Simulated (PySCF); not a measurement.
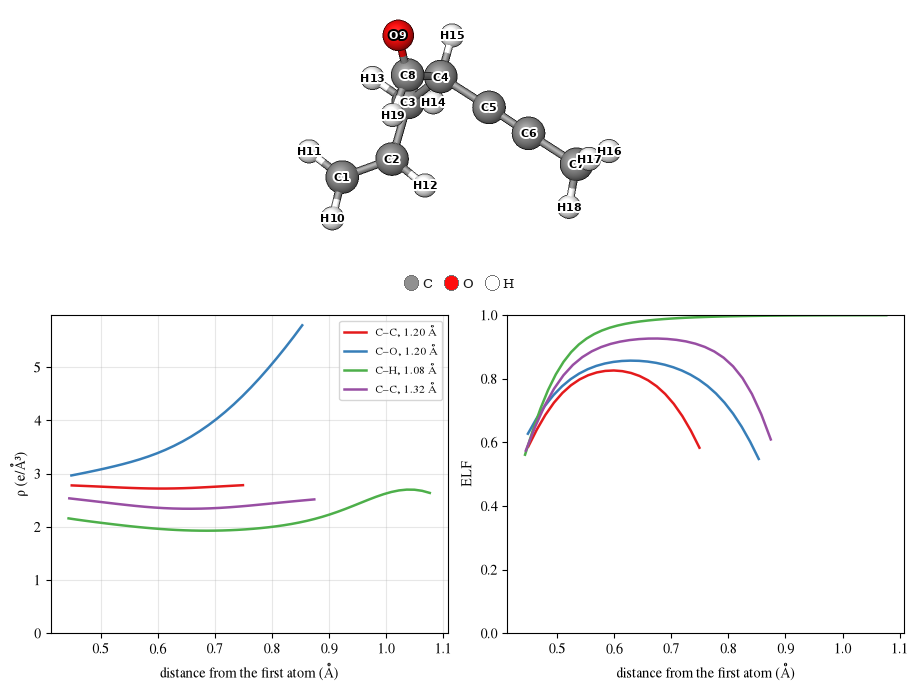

C8H10O (SMILES C=CC[C@H](C#CC)C=O). Total electron density and electron localisation function along straight lines between neighbouring atoms. The curves leave out the atomic cores. The structure is drawn too.

Geometry: GFN2-xTB.

These are results of PySCF, PBE0/pcSseg-1, SCF density, gas phase, non-relativistic, not measurements.

| atom | x (Å) | y (Å) | z (Å) |
| --- | --- | --- | --- |
| C | -2.8477 | -0.3207 | 0.7865 |
| C | -1.7018 | -0.3797 | 0.1347 |
| C | -1.2337 | 0.6524 | -0.8410 |
| C | 0.1726 | 1.1912 | -0.4987 |
| C | 1.1515 | 0.1164 | -0.4596 |
| C | 1.9493 | -0.7776 | -0.4187 |
| C | 2.9092 | -1.8586 | -0.3955 |
| C | 0.1631 | 1.8440 | 0.8642 |
| O | 0.5132 | 2.9663 | 1.0916 |
| H | -3.1555 | -1.0915 | 1.4721 |
| H | -3.5322 | 0.5020 | 0.6564 |
| H | -1.0268 | -1.2140 | 0.2758 |
| H | -1.9378 | 1.4863 | -0.8757 |
| H | -1.1829 | 0.2013 | -1.8366 |
| H | 0.4778 | 1.9307 | -1.2483 |
| H | 3.3018 | -2.0300 | -1.3974 |
| H | 3.7351 | -1.6087 | 0.2695 |
| H | 2.4330 | -2.7723 | -0.0406 |
| H | -0.1981 | 1.1720 | 1.6663 |

Compare the contacts.

C–C (1.20 Å): the density is about 2.7 e/Å³ at the midpoint; the ELF peaks at about 0.85 between the atoms: a multiple bond.
C–O (1.20 Å): ρ at the midpoint is about 3.4 e/Å³; the ELF peaks at about 0.85 between the atoms: a short, multiple covalent bond.
C–H (1.08 Å): the density is about 2 e/Å³ at the midpoint; the ELF climbs to about 1 towards the hydrogen, as it does in any bond to H; a covalent bond by its length.
C–C (1.32 Å): ρ at the midpoint is about 2.3 e/Å³; the ELF peaks at about 0.95 between the atoms; a multiple bond.
